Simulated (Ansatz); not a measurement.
```yaml
atoms:
  - { symbol: Zn, position_ang: [0.0993, -0.7709, 0.7095] }
  - { symbol: F, position_ang: [0.3154, -0.6097, 2.4578] }
  - { symbol: O, position_ang: [0.1043, -1.3493, -0.9916] }
  - { symbol: H, position_ang: [0.2698, 2.2427, 0.2731] }
  - { symbol: S, position_ang: [-0.8239, 1.5350, -0.0543] }
  - { symbol: H, position_ang: [0.3876, -2.2553, -1.1237] }
  - { symbol: H, position_ang: [-0.3523, 1.2076, -1.2709] }
```

The reactant side of a reaction path; geometry: PBE0-D4/def2-TZVP.

These are results of Ansatz, RKS PBE0-D4/def2-TZVPP, not measurements.

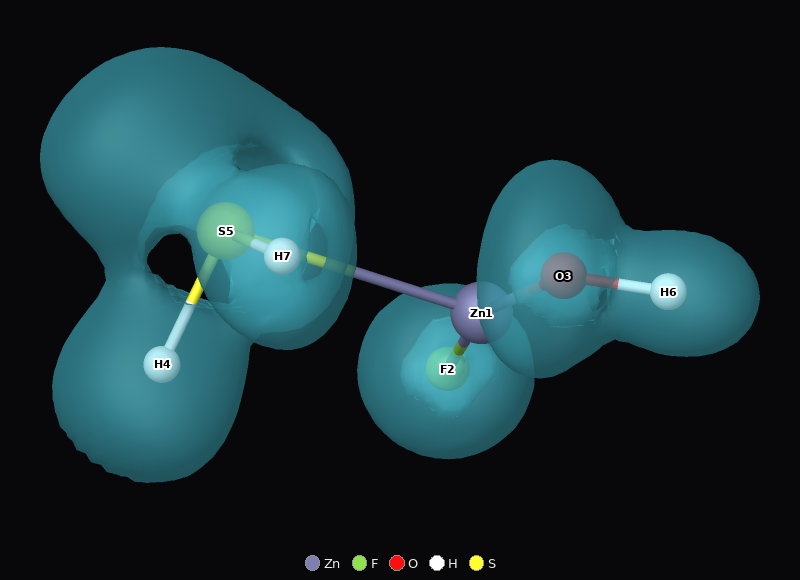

FH3OSZn. Isosurface of the electron localisation function at 0.75 (cyan), seen from one side. Core shells and regions of very low density are left out.

Identify the bonds, lone pairs and shells in this picture.

At this value the surface marks out one region wrapped around F (its valence shell), one joined region spread over several atoms (H, O), in which their bonds and any lone pairs are merged and one joined region spread over several atoms (H, S), in which their bonds and any lone pairs are merged.

Values along the shortest contacts:
Zn–F (1.77 Å): the ELF peaks at about 0.80 in the valence shell of F, 0.6 Å from its nucleus, and is about 0.15 at the midpoint. Zn–O (1.80 Å): the ELF peaks at about 0.85 in the valence shell of O, 0.6 Å from its nucleus, and is about 0.20 at the midpoint.
